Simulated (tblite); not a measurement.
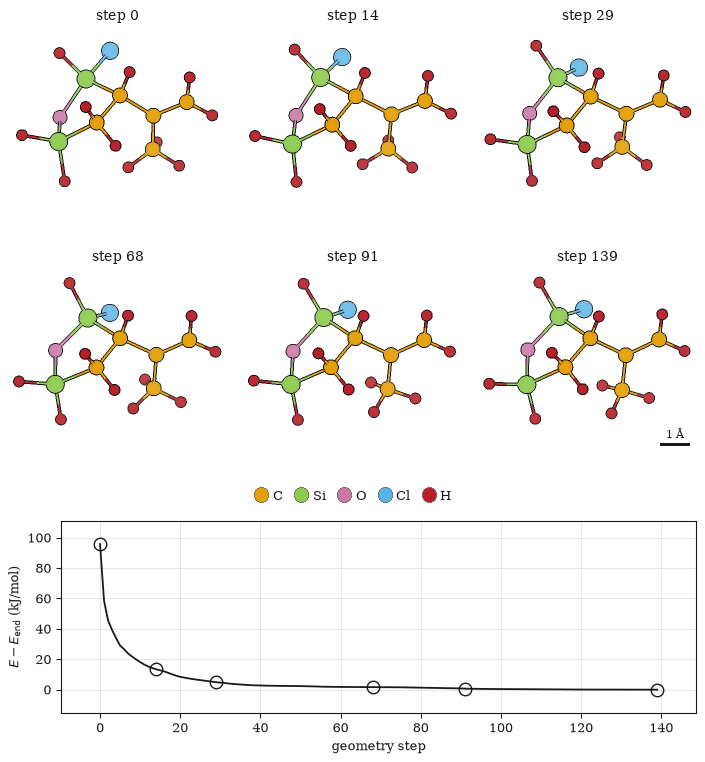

Frames of a relaxation of C5H11ClOSi2, marked on the history of the run. The picture is a ball-and-stick view, seen face on.

Theory: GFN2-xTB geometry optimisation, gas phase (tblite). 

Describe the path.

The energy falls by 95.8 kJ/mol in 139 geometry steps. An H atom moves most after the best rigid fit: 0.95 Å. Largest moves by element: H 0.95 Å, Cl 0.65 Å, O 0.47 Å, Si 0.17 Å, C 0.16 Å. Among the contacts that change: O–Si 1.732 → 1.648 Å, O–Si 1.711 → 1.628 Å, C–Si 1.846 → 1.924 Å, Cl–Si 2.073 → 1.998 Å. Bond angles that change, for instance: Si–O–Si 100.2° → 120.1°, C–Si–O 106.9° → 98.2°, C–C–C 125.8° → 117.4°. Groups turn about C–C by about 35°, O–Si by about 30°, C–Si by about 25°. The run took 2.8 s on 1 thread of Arm Neoverse N1, with other jobs on the host. From step 0 to 14: the Cl atom moves most (0.26 Å), energy −82.4 kJ/mol. From step 14 to 29: the Cl atom moves most (0.40 Å), energy −8.54 kJ/mol. From step 29 to 68: an H atom moves most (0.29 Å), energy −3.23 kJ/mol. From step 68 to 91: an H atom moves most (0.37 Å), energy −1.00 kJ/mol. From step 91 to 139: an H atom moves most (0.21 Å), energy −0.68 kJ/mol.
